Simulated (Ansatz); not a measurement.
SiH$_{4}$BrCl: several calculations on one system

Part 1: Relaxation

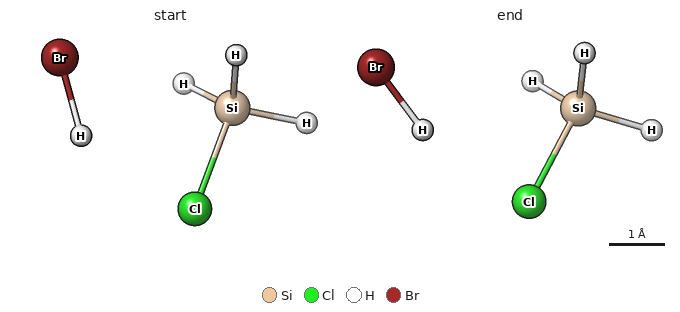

The structure of SiH4BrCl before (left) and after (right) a relaxation, at one scale.

A ball-and-stick model, seen at a tilt.

The run prepares an end point of a later path (reaction) calculation, from a guessed geometry.

Level of theory: RKS PBE/def2-SVP in Ansatz. (no spin polarisation; force threshold 0.03 eV/Å; at most 50 steps)

> What changed between the two?

The Br atom moves most after the best rigid fit: 0.53 Å. By element the largest moves are Br 0.53 Å, H 0.18 Å, Cl 0.17 Å, Si 0.12 Å. Near-neighbour distances that change, for instance: Br–Si 3.518 → 4.073 Å, Br–H 1.506 → 1.446 Å, Cl–Si 2.121 → 2.101 Å. Among the angles between lasting bonds that change: Cl–Si–H 105.1° → 107.1°, H–Si–H 113.3° → 111.3°. Over 6 geometry steps the energy falls by 2.42 kcal/mol. Largest force component: 1 eV/Å at the start, 0.015 eV/Å at the end. Cost: 10 s on 2 threads of Arm Neoverse V2, on a shared host, peak memory 0.13 GiB.

Limits of the set-up: the start holds two separate molecules, 2.6 Å apart at their closest, whose relative position is a soft coordinate and is computed without a dispersion correction.

Part 2: Relaxation

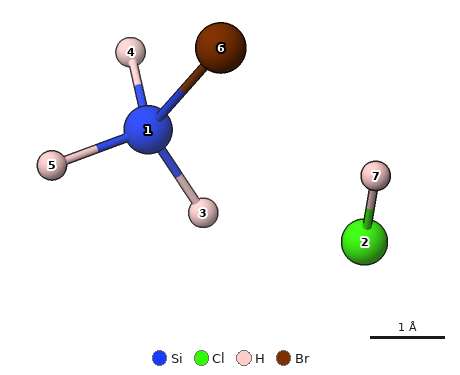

This is the input geometry for a relaxation of SiH₄BrCl. A ball-and-stick model, seen from a free direction.

The run prepares an end point of a later path (reaction) calculation, from a guessed geometry.

Level of theory: RKS PBE/def2-SVP in Ansatz.

The input:
```yaml
crystal:
  periodic: [false, false, false]
  atoms:
    - { symbol: Si, position_ang: [-0.44869, 0.0, -0.429062] }
    - { symbol: Cl, position_ang: [0.270416, 0.0, 2.849259] }
    - { symbol: H, position_ang: [0.768383, 0.0, 0.415874] }
    - { symbol: H, position_ang: [-0.475341, 1.228926, -1.288836] }
    - { symbol: H, position_ang: [-0.475341, -1.228926, -1.288836] }
    - { symbol: Br, position_ang: [-2.474411, 0.0, 0.65326] }
    - { symbol: H, position_ang: [-1.056216, 0.0, 3.006939] }
basis:
  gaussian: { orbitals: def2-SVP }
hamiltonian:
  xc: pbe
relax:
  f_tol: 0.03
  max_steps: 50
```

Command:
```bash
ansatz run input.yaml --threads 2 --pin off --max-ram 3072MiB --backend cpu --events-out ev --progress --plain --runs-dir out
```

### Where does the relaxation end?

The atom that moves furthest after the best rigid fit is Cl2 (0.67 Å). Largest moves by element: Cl 0.67 Å, H 0.30 Å, Si 0.15 Å, Br 0.12 Å. Among the contacts that change: Si1–Br6 2.297 → 2.261 Å, Cl2–H7 1.336 → 1.307 Å, Si1–H3 1.482 → 1.496 Å. Bond angles that change, for instance: H3–Si1–Br6 117.1° → 107.5°, H4–Si1–Br6 104.7° → 107.8°. The energy falls by 6.97 kcal/mol in 6 accepted moves (7 points after the start). Largest force component: 0.97 eV/Å at the start, 0.028 eV/Å at the end. The line search rejected the trial step at point 5 of the run. The run took 11 s on 2 threads of Arm Neoverse V2, with other jobs on the host, peak memory 0.13 GiB.

Final geometry:

```xyz
7

Si   -0.4919    0.0000   -0.5709
Cl    0.1911    0.0000    3.5164
H     0.6808    0.0000    0.3582
H    -0.5158    1.2324   -1.4226
H    -0.5158   -1.2324   -1.4226
Br   -2.3634    0.0000    0.6983
H    -0.8762    0.0000    2.7620
```

The end point in the same view:

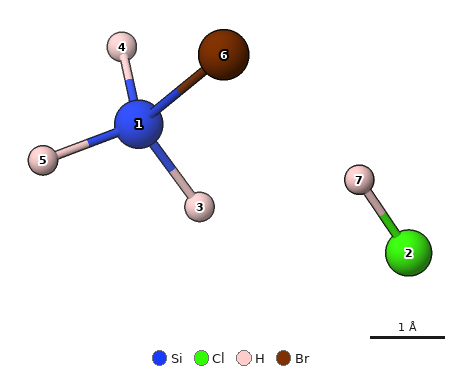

Limits of the set-up: the start holds two separate molecules, 2.5 Å apart at their closest, whose relative position is a soft coordinate and is computed without a dispersion correction.

Part 3: Path

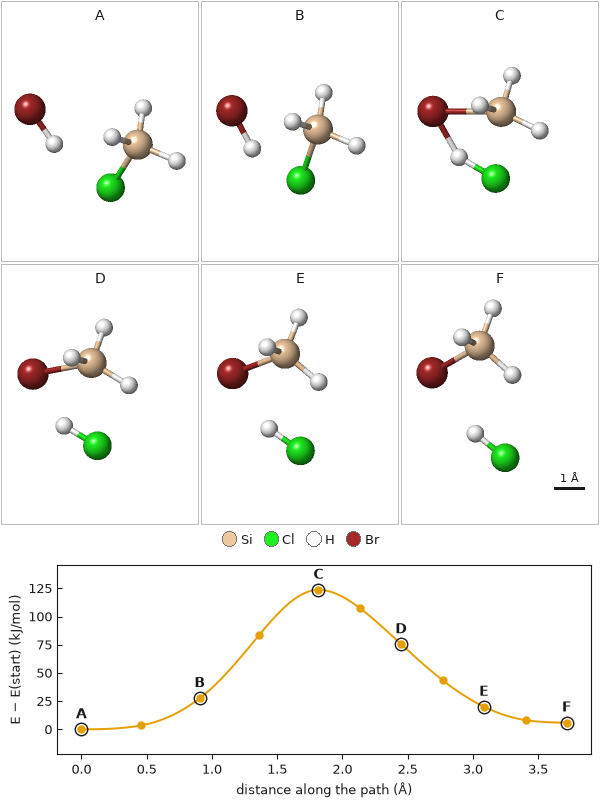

A search for the minimum-energy path of SiH4BrCl, made up at the start of SiH3Cl and HBr by the nudged elastic band. Images are numbered from 0 (start) to 10 (end). Frames A to F are images 0, 2, 4, 6, 8, 10. Style: ball-and-stick. Shown at a tilt.

Theory: RKS PBE/def2-SVP (Ansatz 0.2.0). Set-up: 9 movable images; climbing image; force threshold 0.05 eV/Å; iteration limit 60; starting path through a guess of the saddle point.

### Describe the mechanism and the energy profile.

The highest point, image 4, lies 123.6 kJ/mol above the start and 117.6 kJ/mol above the end; the end is at +6.0 kJ/mol relative to the start. Breaking: Br–H (1.45 → 2.54 Å), Cl–Si (2.10 → 4.14 Å). Forming: Cl–H (2.43 → 1.31 Å), Br–Si (4.07 → 2.26 Å). The band converged in 18 iterations. The largest component of the band force went from 6 to 0.049 eV/Å. The climbing image converged on the top of the path. Its vibrational analysis gives 2 imaginary modes over 30i cm⁻¹, so it isn't confirmed as a transition state.

Limits of the set-up: the start holds two separate molecules, 2.4 Å apart at their closest, whose relative position is a soft coordinate and is computed without a dispersion correction.
